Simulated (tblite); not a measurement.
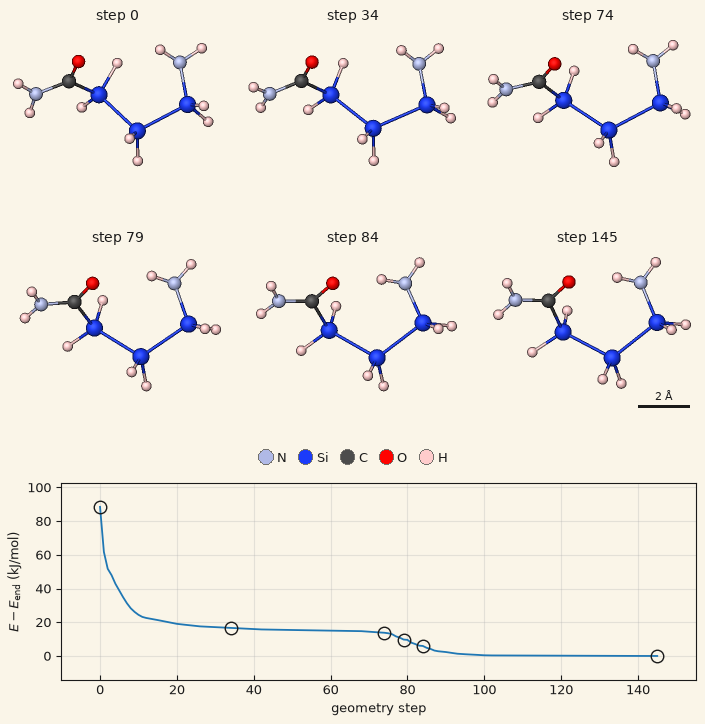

Frames of a relaxation of CH10N2OSi3, marked on the history of the run. The picture is a ball-and-stick view, seen face on.

These are results of GFN2-xTB geometry optimisation, gas phase (tblite), not measurements. 

### Describe the path.

Over 145 geometry steps the energy falls by 88.5 kJ/mol. The atom that moves furthest after the best rigid fit is an H atom (1.70 Å). Largest moves by element: H 1.70 Å, O 1.02 Å, N 0.74 Å, Si 0.72 Å, C 0.46 Å. Some distances before and after: C–Si 1.825 → 1.919 Å, Si–Si 2.223 → 2.315 Å, Si–Si 2.243 → 2.315 Å, N–Si 1.780 → 1.714 Å. Bond angles that change, for instance: H–Si–H 113.7° → 102.2°, Si–Si–Si 107.3° → 116.4°, C–Si–H 112.1° → 103.6°. Groups turn about Si–Si by about 60°, C–Si by about 30°. The run took 1 s on 1 thread of Intel(R) Xeon(R) 6975P-C, with other jobs on the host. From step 0 to 34: an H atom moves most (0.50 Å), energy −71.9 kJ/mol. From step 34 to 74: an H atom moves most (0.46 Å), energy −2.83 kJ/mol. From step 74 to 79: an H atom moves most (0.56 Å), energy −4.03 kJ/mol. From step 79 to 84: an H atom moves most (0.31 Å), energy −3.80 kJ/mol. From step 84 to 145: an H atom moves most (0.34 Å), energy −5.95 kJ/mol.

```
step  E − E(0), kJ/mol
   0              0.00
   1            -26.72
   2            -36.74
   3            -40.51
   4            -45.62
   5            -49.61
   6            -53.59
   7            -57.19
   8            -60.19
   9            -62.33
  10            -64.05
  17            -68.02
  24            -70.47
  31            -71.53
  38            -72.27
  46            -72.92
  53            -73.17
  60            -73.39
  67            -73.64
  74            -74.69
  81            -80.58
  88            -85.67
  95            -87.43
 102            -88.15
 109            -88.22
 117            -88.28
 124            -88.34
 131            -88.40
 138            -88.44
 145            -88.47
```
